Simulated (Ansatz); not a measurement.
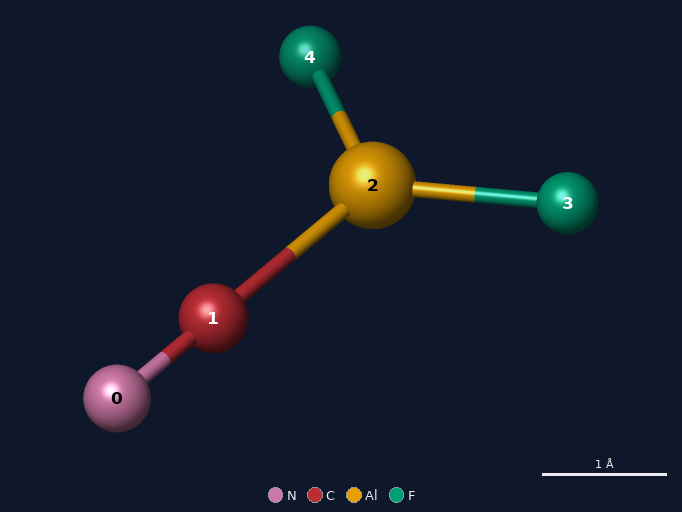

The picture shows the input geometry. Atoms are numbered from 0, in the order of the input.

The calculation was set up as follows.

```yaml
crystal:
  periodic: [false, false, false]
  atoms:
    - {symbol: N, position_ang: [1.528495, -1.248620, 1.351812]}
    - {symbol: C, position_ang: [0.794109, -0.651908, 0.694086]}
    - {symbol: Al, position_ang: [-0.419721, 0.334391, -0.393136]}
    - {symbol: F, position_ang: [-1.703444, -0.425245, -1.042488]}
    - {symbol: F, position_ang: [-0.148819, 1.917634, -0.651210]}
basis:
  gaussian: {orbitals: def2-TZVPP}
correlation: {method: ccsd_t}
```

Result:

```
Functional definition: HF
  name "HF"
  cite "Fock, Z. Phys. 61, 126 (1930) doi:10.1007/BF01340294"
  parent pbe
  exchange = exact_x
  correlation = 0
1068 factors; integrals over basis functions are off by at most 8.6e-4 eV
mean field evaluation 1: about -14510.4445 eV, gradient 4.9e1 eV
mean field evaluation 2: about -14510.6525 eV, gradient 4.9e1 eV
mean field evaluation 4: about -14514.9979 eV, gradient 4.0e0 eV
mean field evaluation 8: about -14515.0761 eV, gradient 5.8e-1 eV
mean field evaluation 16: about -14510.4444 eV, gradient 4.9e1 eV
mean field -14515.07723466 eV, -533.4192497011 hartree, gradient 2.4e-6 eV, S^2 0.000000; 0 other end points of the search recorded, 0 dependent functions left out
9 core orbitals not correlated: weight in the atoms' cores, before any rotation towards them, 1.000 or more for the frozen orbitals, at most 0.000 for the correlated occupied ones
reference -14515.07723466 eV, -533.4192497011 hartree; 13, 13 occupied and 144, 144 virtual orbitals, 1068 factors
second order -24.47091720 eV of doubles, -0.00000000 eV of singles
cycle   1  -23.74305822 eV  change    7.3e-1 eV  update   1.2e-1
cycle   2  -24.34211377 eV  change   -6.0e-1 eV  update   3.6e-2
cycle   3  -24.48082048 eV  change   -1.4e-1 eV  update   1.6e-2
cycle   4  -24.46851755 eV  change    1.2e-2 eV  update   4.4e-3
cycle   5  -24.46726032 eV  change    1.3e-3 eV  update   1.9e-3
cycle   6  -24.46943045 eV  change   -2.2e-3 eV  update   5.4e-4
cycle   7  -24.46952418 eV  change   -9.4e-5 eV  update   2.0e-4
cycle   8  -24.46944262 eV  change    8.2e-5 eV  update   6.2e-5
cycle   9  -24.46946008 eV  change   -1.7e-5 eV  update   2.3e-5
perturbative correction -0.93343297 eV, -0.0343030289 hartree
Total energy: -14540.48012771 eV, -534.3527888019 hartree
```
